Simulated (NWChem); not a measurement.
# Si2NH7O (SMILES N[SiH2]O[SiH3]): levels of theory compared

Aim: a comparison of 4 runs (HF/STO-3G, HF/3-21G, B3LYP/6-31G*) of Si2NH7O. 

Program for the calculation: NWChem 7.3.0.

### 1 The molecule

The species is Si2NH7O (11 atoms), meant as a singlet with charge 0. SMILES: `N[SiH2]O[SiH3]`. The coordinates come from a PBE0-D4/def2-TZVP relaxation. This is one conformer, not always the lowest.

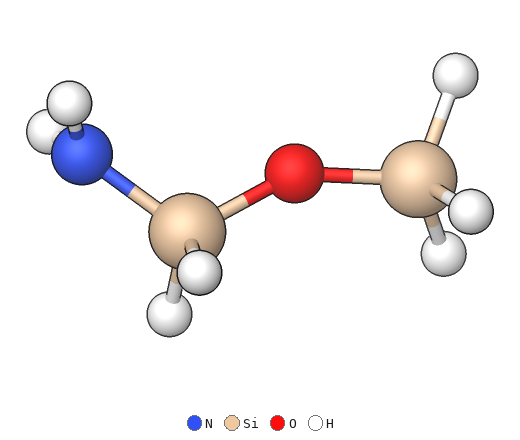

The structure, seen from a chosen angle (nitrogen blue, silicon light orange, oxygen red, hydrogen white).

### 2 Energy and gradient at HF/STO-3G (run 1)

Contents of sp.xyz:

```xyz
11
H7NOSi2 gradient
N     -0.459800     2.295200    -0.214000
Si    -0.842100     0.638200    -0.257900
O      0.410500    -0.352500     0.113900
Si     0.970400    -1.866600     0.338500
H     -0.352100     2.783700     0.659400
H      0.078500     2.726700    -0.947100
H     -1.915700     0.400600     0.738100
H     -1.276400     0.316400    -1.639400
H      0.835800    -2.663000    -0.910300
H      2.403200    -1.788500     0.716900
H      0.213100    -2.547100     1.422700
```

Contents of run.py:

```python
from ase.io import read
from ase.calculators.nwchem import NWChem

atoms = read('sp.xyz')

calc = NWChem(
    label='sp',
    theory='scf',
    memory='2200 mb',
    basis='STO-3G',
    basispar='spherical bse',
    scf={'nopen': '0', 'rhf': None, 'thresh': '1e-08', 'maxiter': '80'},
)
atoms.calc = calc

forces = atoms.get_forces()
print(f"energy = {atoms.get_potential_energy():.6f} eV")
print("forces (eV/A):")
for s, f in zip(atoms.symbols, forces):
    print(f"{s:2s} {f[0]:10.5f} {f[1]:10.5f} {f[2]:10.5f}")
print("dipole (e A):", atoms.get_dipole_moment().round(4))
```

The run is started by

```console
$ export ASE_NWCHEM_COMMAND="nwchem PREFIX.nwi > PREFIX.nwo"
$ python run.py
```

The program printed:

```text
energy = -19127.121942 eV
forces (eV/A):
N    -0.32823   -0.37903   -0.08433
Si   -0.94622   -1.90113   -0.17566
O     0.02103    0.72109   -0.02962
Si   -0.01805   -0.87726    0.04541
H     0.18152    0.22343    0.32093
H     0.31568    0.20111   -0.19345
H     0.98972    0.28899   -1.11761
H     0.30324    0.37852    1.44013
H     0.17093    0.79211    1.38207
H    -1.54600   -0.11133   -0.40680
H     0.85638    0.66350   -1.18111
dipole (e A): [0.0609 0.003  0.0181]
```

The calculator wrote sp.nwi:

```
title "sp"

permanent_dir sp

scratch_dir sp

start sp

geometry units angstrom nocenter noautosym noautoz
  N  -4.5979999999999999e-01 2.2951999999999999e+00 -2.1400000000000000e-01
  Si -8.4209999999999996e-01 6.3819999999999999e-01 -2.5790000000000002e-01
  O  4.1049999999999998e-01 -3.5249999999999998e-01 1.1390000000000000e-01
  Si 9.7040000000000004e-01 -1.8666000000000000e+00 3.3850000000000002e-01
  H  -3.5210000000000002e-01 2.7837000000000001e+00 6.5939999999999999e-01
  H  7.8500000000000000e-02 2.7267000000000001e+00 -9.4710000000000005e-01
  H  -1.9157000000000000e+00 4.0060000000000001e-01 7.3809999999999998e-01
  H  -1.2764000000000000e+00 3.1640000000000001e-01 -1.6394000000000000e+00
  H  8.3579999999999999e-01 -2.6629999999999998e+00 -9.1030000000000000e-01
  H  2.4032000000000000e+00 -1.7885000000000000e+00 7.1689999999999998e-01
  H  2.1310000000000001e-01 -2.5470999999999999e+00 1.4227000000000001e+00
end

memory 2200 mb

basis spherical bse noprint
   * library STO-3G
end

scf
  nopen 0
  rhf
  thresh 1e-08
  maxiter 80
end

task scf gradient
```

sp.nwo:

```text
Northwest Computational Chemistry Package (NWChem) 7.3.0
             --------------------------------------------------------

           Job information
           ---------------

    nwchem branch   = 7.3.0
    use scalapack   = T
    input           = sp.nwi
    prefix          = sp.
    data base       = sp/sp.db
    status          = startup
    nproc           =        1

           Memory information
           ------------------

[... 5 lines left out ...]
    hardfail = no
[... 139 lines left out ...]
         Quadratically convergent ROHF
[... 15 lines left out ...]
       Final RHF  results
[... 4 lines left out ...]
      Two-electron energy =    501.968690174044
[... 44 lines left out ...]
                       ROHF Final Molecular Orbital Analysis
[... 232 lines left out ...]
                 ----------------------------------------
                 |  Time  |  1-e(secs)   |  2-e(secs)   |
                 ----------------------------------------
                 |  CPU   |       0.01   |       1.09   |
                 ----------------------------------------
                 |  WALL  |       0.01   |       1.09   |
                 ----------------------------------------

 Task  times  cpu:        6.8s     wall:        6.8s
 Total times  cpu:        6.9s     wall:        6.9s
```

Run time: 9 s. Hardware: 1 thread of AMD EPYC 7R43 (Zen 3), shared host; peak memory 0.092 GiB.

### 3 Energy and forces at HF/3-21G (run 2)

Contents of struct.xyz:

```xyz
11

N     -0.459800     2.295200    -0.214000
Si    -0.842100     0.638200    -0.257900
O      0.410500    -0.352500     0.113900
Si     0.970400    -1.866600     0.338500
H     -0.352100     2.783700     0.659400
H      0.078500     2.726700    -0.947100
H     -1.915700     0.400600     0.738100
H     -1.276400     0.316400    -1.639400
H      0.835800    -2.663000    -0.910300
H      2.403200    -1.788500     0.716900
H      0.213100    -2.547100     1.422700
```

Changes to run.py since step 2:

```diff
@@ -3,9 +3,9 @@
 
-atoms = read('sp.xyz')
+atoms = read('struct.xyz')
 
 calc = NWChem(
-    label='sp',
+    label='struct',
     theory='scf',
     memory='2200 mb',
-    basis='STO-3G',
+    basis='3-21G',
     basispar='spherical bse',
@@ -16,3 +16,3 @@
 forces = atoms.get_forces()
-print(f"energy = {atoms.get_potential_energy():.6f} eV")
+print("Total energy (eV):", round(atoms.get_potential_energy(), 6))
 print("forces (eV/A):")
```

The run is started by

```console
$ export ASE_NWCHEM_COMMAND="nwchem PREFIX.nwi > PREFIX.nwo"
$ python run.py
```

The program printed:

```text
Total energy (eV): -19253.743297
forces (eV/A):
N     0.77853    1.06372    0.16460
Si   -0.59963   -0.20528   -0.16553
O    -0.35743    0.12994   -0.09837
Si    0.81818   -0.65913    0.24389
H    -0.19067    0.01548   -0.21042
H    -0.27315    0.02201    0.09169
H    -0.07482   -0.01918   -0.05908
H    -0.09693   -0.01471    0.01599
H     0.00072   -0.08330    0.02643
H    -0.01579   -0.16517    0.00478
H     0.01106   -0.08438   -0.01394
dipole (e A): [0.1178 0.1113 0.0308]
```

The calculator wrote struct.nwi:

```
title "struct"

permanent_dir struct

scratch_dir struct

start struct

geometry units angstrom nocenter noautosym noautoz
  N  -4.5979999999999999e-01 2.2951999999999999e+00 -2.1400000000000000e-01
  Si -8.4209999999999996e-01 6.3819999999999999e-01 -2.5790000000000002e-01
  O  4.1049999999999998e-01 -3.5249999999999998e-01 1.1390000000000000e-01
  Si 9.7040000000000004e-01 -1.8666000000000000e+00 3.3850000000000002e-01
  H  -3.5210000000000002e-01 2.7837000000000001e+00 6.5939999999999999e-01
  H  7.8500000000000000e-02 2.7267000000000001e+00 -9.4710000000000005e-01
  H  -1.9157000000000000e+00 4.0060000000000001e-01 7.3809999999999998e-01
  H  -1.2764000000000000e+00 3.1640000000000001e-01 -1.6394000000000000e+00
  H  8.3579999999999999e-01 -2.6629999999999998e+00 -9.1030000000000000e-01
  H  2.4032000000000000e+00 -1.7885000000000000e+00 7.1689999999999998e-01
  H  2.1310000000000001e-01 -2.5470999999999999e+00 1.4227000000000001e+00
end

memory 2200 mb

basis spherical bse noprint
   * library 3-21G
end

scf
  nopen 0
  rhf
  thresh 1e-08
  maxiter 80
end

task scf gradient
```

struct.nwo:

```text
Northwest Computational Chemistry Package (NWChem) 7.3.0
             --------------------------------------------------------

           Job information
           ---------------

    nwchem branch   = 7.3.0
    use scalapack   = T
    input           = struct.nwi
    prefix          = struct.
    data base       = struct/struct.db
    status          = startup
    nproc           =        1

           Memory information
           ------------------

[... 5 lines left out ...]
    hardfail = no
[... 139 lines left out ...]
         Quadratically convergent ROHF
[... 14 lines left out ...]
       Final RHF  results
[... 4 lines left out ...]
      Two-electron energy =    498.512189814278
[... 44 lines left out ...]
                       ROHF Final Molecular Orbital Analysis
[... 263 lines left out ...]
                 ----------------------------------------
                 |  Time  |  1-e(secs)   |  2-e(secs)   |
                 ----------------------------------------
                 |  CPU   |       0.01   |       0.81   |
                 ----------------------------------------
                 |  WALL  |       0.01   |       0.81   |
                 ----------------------------------------

 Task  times  cpu:        5.4s     wall:        5.4s
 Total times  cpu:        5.4s     wall:        5.4s
```

Wall time 8.1 s (1 thread of AMD EPYC 7R43 (Zen 3), shared host); peak memory 0.096 GiB.

### 4 Energy and gradient at B3LYP/6-31G(d) (spherical functions) (run 3)

Contents of input.nw:

```
START input
TITLE "H7NOSi2 gradient"
memory total 2200 mb
charge 0
GEOMETRY noautosym nocenter noautoz
N    -0.459800    2.295200   -0.214000
Si   -0.842100    0.638200   -0.257900
O     0.410500   -0.352500    0.113900
Si    0.970400   -1.866600    0.338500
H    -0.352100    2.783700    0.659400
H     0.078500    2.726700   -0.947100
H    -1.915700    0.400600    0.738100
H    -1.276400    0.316400   -1.639400
H     0.835800   -2.663000   -0.910300
H     2.403200   -1.788500    0.716900
H     0.213100   -2.547100    1.422700
END
BASIS spherical bse
* library 6-31G*
END
DFT
xc b3lyp
grid xfine
convergence energy 1e-08
maxiter 100
mulliken
END
TASK dft gradient
```

The run is started by

```console
$ nwchem input.nw > input.out
```

The program printed:

```text
[...]
          Wavefunction type:  closed shell.
          No. of atoms     :    11
          No. of electrons :    50
[...]
          Charge           :     0
          Spin multiplicity:     1
[...]
          AO basis - number of functions:    78
[...]
              XC Information
              --------------
                         B3LYP Method XC Potential
                     Hartree-Fock (Exact) Exchange  0.200
                        Slater Exchange Functional  0.800 local
                    Becke 1988 Exchange Functional  0.720 non-local
              Lee-Yang-Parr Correlation Functional  0.810
                  VWN I RPA Correlation Functional  0.190 local
[...]
 d= 0,ls=0.0,diis     1   -713.1884348073 -9.42D+02  1.51D-02  6.85D-01     8.0
[...]
 d= 0,ls=0.0,diis     8   -713.2644344287 -5.26D-09  3.25D-06  8.47D-08    49.4
         Total DFT energy =     -713.264434428723
      One electron energy =    -1440.167789097618
           Coulomb energy =      558.446749455052
    Exchange-Corr. energy =      -60.175301987579
 Nuclear repulsion energy =      228.631907201422
[...]
      Total Density - Mulliken Population Analysis
     ---------------------------------------------
    Atom       Charge   Shell Charges
 -----------   ------   -------------------------------------------------------
    1 N    7     7.85   2.00  0.77  2.56  0.82  1.69  0.02
    2 Si  14    13.28   2.00  2.00  5.96  0.90  1.70  0.14  0.26  0.32
    3 O    8     8.62   2.00  0.88  2.99  0.90  1.84  0.01
    4 Si  14    13.41   2.00  2.00  5.96  0.96  1.78  0.20  0.26  0.25
    5 H    1     0.67   0.50  0.16
    6 H    1     0.67   0.50  0.16
    7 H    1     1.11   0.52  0.59
    8 H    1     1.11   0.52  0.59
    9 H    1     1.10   0.52  0.58
   10 H    1     1.09   0.52  0.58
[...]
  wavefunction    = closed shell
[...]
```

Wall time 65 s (1 thread of AMD EPYC 7R43 (Zen 3), shared host); peak memory 0.14 GiB.

### 5 Energy and forces at B3LYP/6-31G(d) (Cartesian functions) (run 4)

Contents of a.nw:

```
echo
START a
TITLE "H7NOSi2"
memory stack 880 mb heap 220 mb global 1100 mb

GEOMETRY units angstroms noautosym nocenter noautoz
  N       -0.459800       2.295200      -0.214000
  Si      -0.842100       0.638200      -0.257900
  O        0.410500      -0.352500       0.113900
  Si       0.970400      -1.866600       0.338500
  H       -0.352100       2.783700       0.659400
  H        0.078500       2.726700      -0.947100
  H       -1.915700       0.400600       0.738100
  H       -1.276400       0.316400      -1.639400
  H        0.835800      -2.663000      -0.910300
  H        2.403200      -1.788500       0.716900
  H        0.213100      -2.547100       1.422700
END

BASIS "ao basis"
  * library 6-31G*
END

DFT
  xc b3lyp
  grid xfine
  convergence energy 1e-08
  iterations 100
  mulliken
END

TASK dft gradient
```

The run is started by

```console
$ nwchem a.nw > a.out
```

The program printed:

```text
[...]
          Wavefunction type:  closed shell.
          No. of atoms     :    11
          No. of electrons :    50
[...]
          Charge           :     0
          Spin multiplicity:     1
[...]
          AO basis - number of functions:    82
[...]
              XC Information
              --------------
                         B3LYP Method XC Potential
                     Hartree-Fock (Exact) Exchange  0.200
                        Slater Exchange Functional  0.800 local
                    Becke 1988 Exchange Functional  0.720 non-local
              Lee-Yang-Parr Correlation Functional  0.810
                  VWN I RPA Correlation Functional  0.190 local
[...]
 d= 0,ls=0.0,diis     1   -713.1926104998 -9.42D+02  1.55D-02  8.13D-01     6.8
[...]
 d= 0,ls=0.0,diis     8   -713.2702236326 -2.95D-09  3.92D-06  1.49D-07    45.0
         Total DFT energy =     -713.270223632590
      One electron energy =    -1440.067283362824
           Coulomb energy =      558.298327742931
    Exchange-Corr. energy =      -60.133175214119
 Nuclear repulsion energy =      228.631907201422
[...]
      Total Density - Mulliken Population Analysis
     ---------------------------------------------
    Atom       Charge   Shell Charges
 -----------   ------   -------------------------------------------------------
    1 N    7     7.84   1.99  0.77  2.56  0.81  1.68  0.03
    2 Si  14    13.29   2.00  1.99  5.96  0.97  1.70  0.14  0.27  0.26
    3 O    8     8.61   1.99  0.89  2.99  0.86  1.85  0.04
    4 Si  14    13.42   2.00  1.99  5.96  1.01  1.79  0.20  0.26  0.21
    5 H    1     0.67   0.50  0.17
    6 H    1     0.67   0.50  0.17
    7 H    1     1.11   0.52  0.59
    8 H    1     1.11   0.52  0.59
    9 H    1     1.09   0.52  0.58
   10 H    1     1.09   0.52  0.57
[...]
  wavefunction    = closed shell
[...]
```

It took 58 s on 1 thread of AMD EPYC 7R43 (Zen 3), shared host; peak memory 0.15 GiB.

### 6 The series

```
run                               level  iteration cap  module  energy (Eh)  dipole moment (D)  HOMO energy (eV)  LUMO energy (eV)  wall time
  1                           HF/STO-3G             80     scf  -702.908772               0.31             -8.20             11.88        9 s
  2                            HF/3-21G             80     scf  -707.562021               0.79            -11.07              4.57      8.1 s
  3  B3LYP/6-31G* (spherical functions)            100     dft  -713.264434               1.22             -7.25              0.60       65 s
  4  B3LYP/6-31G* (Cartesian functions)            100     dft  -713.270224               1.22             -7.25              0.56       58 s
```

### 7 Summary of results

```
                       quantity          value
            run 4: total energy  -713.27022 Eh
           run 4: dipole moment         1.22 D
             run 4: HOMO energy       -7.25 eV
             run 4: LUMO energy        0.56 eV
           run 4: HOMO–LUMO gap        7.81 eV
run 4: largest force on an atom     0.487 eV/Å
```

What this shows: The dipole moment (its size) runs from 0.31 D (HF/STO-3G) to 1.22 D (B3LYP/6-31G*). The two ends differ in method and basis. The HOMO–LUMO gap runs from 7.81 eV (B3LYP/6-31G*) to 20.09 eV (HF/STO-3G). In run 1 the basis is minimal, so the values are rough. All runs together took 2.3 min, the longest 65 s.
